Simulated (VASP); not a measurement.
Band structure of CaS (rock salt). Method: modified Becke-Johnson potential (mBJ), VASP's PBE PAW potentials (set 64) (plane waves; VASP).

mBJ is a potential without an energy functional, so only the levels count.

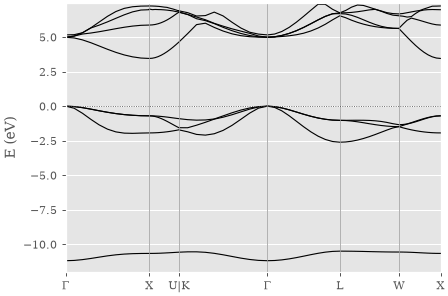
*Bands along high-symmetry lines, zero at the valence-band maximum or, without a gap, the Fermi level*

Read the plot: is there a gap, and where are the band edges?

The gap is indirect, 3.45 eV, from the valence maximum at Γ to the conduction minimum at X.

Measured: gap 4.43 eV (computed value off by -0.98 eV), as given by David Waroquiers et al., Physical Review B (2013), arXiv:1302.6756.

The compound is CaS in the rock salt structure. It was relaxed first. The cell's shape comes from a PBE relaxation.
